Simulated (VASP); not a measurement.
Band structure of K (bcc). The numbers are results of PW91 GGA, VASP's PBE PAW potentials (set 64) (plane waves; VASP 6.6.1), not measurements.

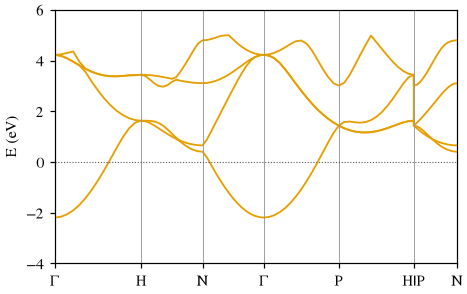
Figure. Bands along high-symmetry lines, zero at the valence-band maximum or, without a gap, the Fermi level

Problem. Read the plot: is there a gap, and where are the band edges?

Solution. It has no gap at this level: it comes out as a metal or semimetal. (Edges off the drawn lines would not show.)

The compound is K in the bcc structure. The cell was not relaxed at this level.
